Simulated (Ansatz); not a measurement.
H$_{4}$NPSi

Input

```
crystal:
  periodic: [false, false, false]
  atoms:
    - { symbol: "N", position_ang: [-0.6575, -0.6903, 0.1593] }
    - { symbol: Si, position_ang: [-0.5761, 0.967, 0.0552] }
    - { symbol: P, position_ang: [0.6832, -1.2214, 0.6563] }
    - { symbol: H, position_ang: [-0.975, -1.0664, -0.71] }
    - { symbol: H, position_ang: [0.3476, 1.379, -1.0462] }
    - { symbol: H, position_ang: [-0.282, 1.6569, 1.3418] }
    - { symbol: H, position_ang: [1.521, -1.0928, -0.5019] }
magnetization:
  spin_polarized: true
basis:
  gaussian: { orbitals: def2-SVP }
hamiltonian:
  xc: r2scan
  dispersion: d4
relax:
  f_tol: 0.02
  max_steps: 50
output:
  orbitals: {}
```

Run with:

```sh
ansatz run input.yaml --threads 2 --pin off --max-ram 3072MiB --backend cpu --events-out ev --progress --plain --runs-dir out
```

The fields are those of the relaxed geometry.

All numbers below come from Ansatz, UKS r2SCAN-D4/def2-SVP.

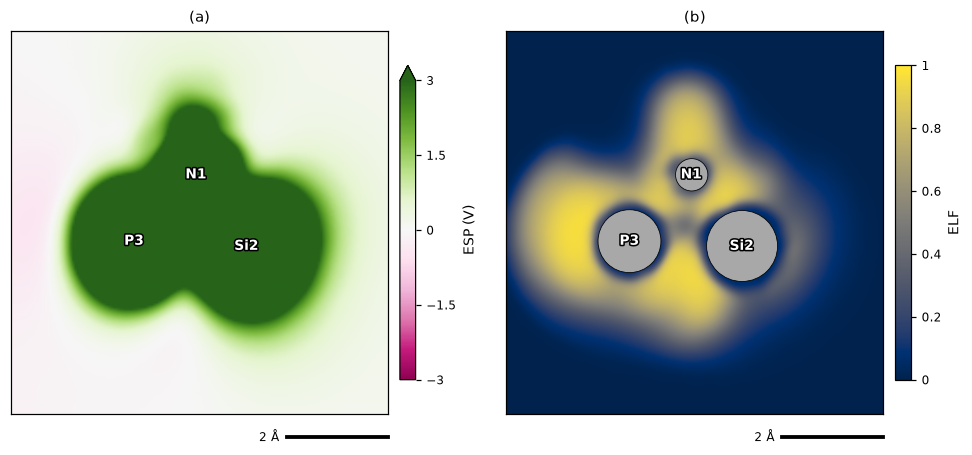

Figure 1. (a) electrostatic potential; (b) ELF on the plane of atoms N1, Si2 and P3. Grey discs cover the atomic cores in the ELF map.

Describe what can be read from this map.

Answer. The section cuts through N, Si and P sites. Si–N (1.72 Å): the ELF peaks at about 0.85 between the atoms (a polar covalent bond). P–N (1.79 Å): the ELF peaks at about 0.85 between the atoms (a shared but strongly polarised pair). Si–P (2.22 Å): the ELF peaks at about 0.75 between the atoms (a covalent bond). The ELF also peaks beside P3, away from the bonds: lone-pair regions. Outside the dense part of the molecule the potential is most negative (−0.5 V) near P3.

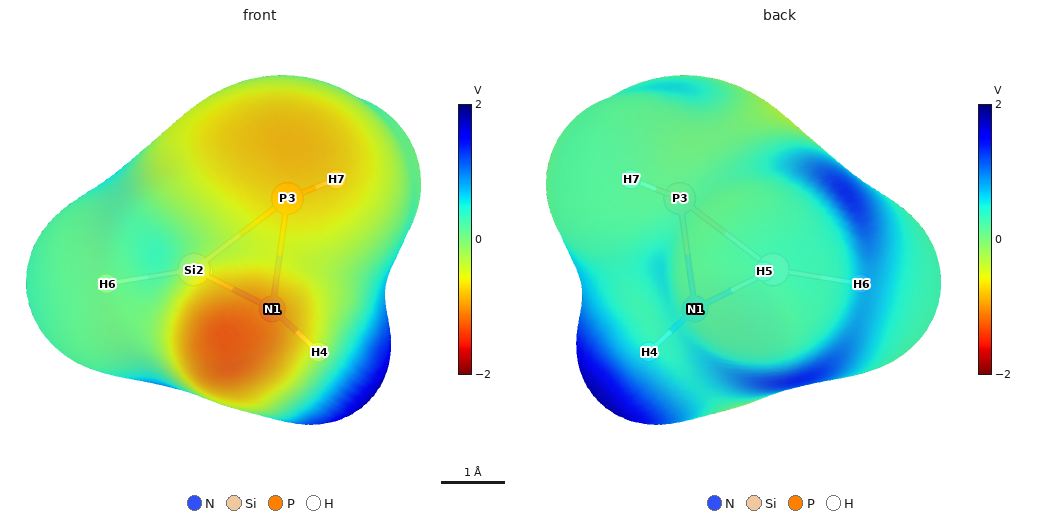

Figure 2. The electrostatic potential painted on the density surface at 0.002 e/bohr³, seen from the front and from behind; red is negative and blue positive.

Describe the electrostatic potential map.

Answer. The most negative region (about −1.3 V) lies over N1, the most positive (about +1.8 V) over H4. N1 is the likeliest acceptor of a hydrogen bond.

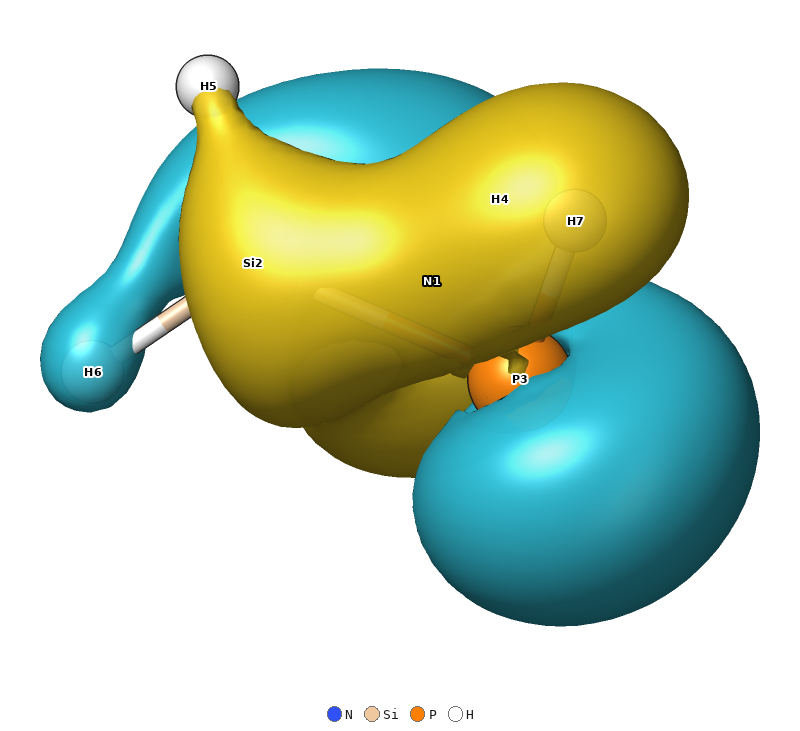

Figure 3. The HOMO at ±0.08 Å⁻³ᐟ² (yellow and cyan are the two phases), seen from one side.

What is the character of this orbital?

Answer. By Hirshfeld shares it lies mainly on P3 (about 40 %), N1 (about 35 %), Si2 (about 15 %) and H7 (about 10 %); π-antibonding (π*) across P3–N1. Its energy is −5.69 eV.
